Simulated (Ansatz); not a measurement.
Consider GaN in the wurtzite structure (space group P6_3mc, No. 186; a = 3.219 Å, c = 5.244 Å).

Modification: a hydrostatic pressure of 22.5 GPa.

Calculations: plane-wave PAW DFT at the PBE level (Ansatz, a first-principles code, 420 eV), spin-orbit coupling left out, earlier PAW set.

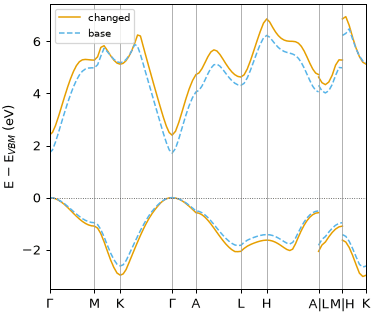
Fig. 1. Highest valence and lowest conduction band along the path, each from its own valence-band maximum

Problem. Read the changed gap and its character from the plot.

Solution. About 2.4 eV, direct at Γ.

Load acts through the strain it causes; cell and atoms are relaxed under it. Whether these cells are dynamically stable was not tested. Tetrahedral semiconductors of this kind turn to denser phases somewhere between about 1 and 50 GPa; those were not computed, so compressed cells here can lie past the real transition.
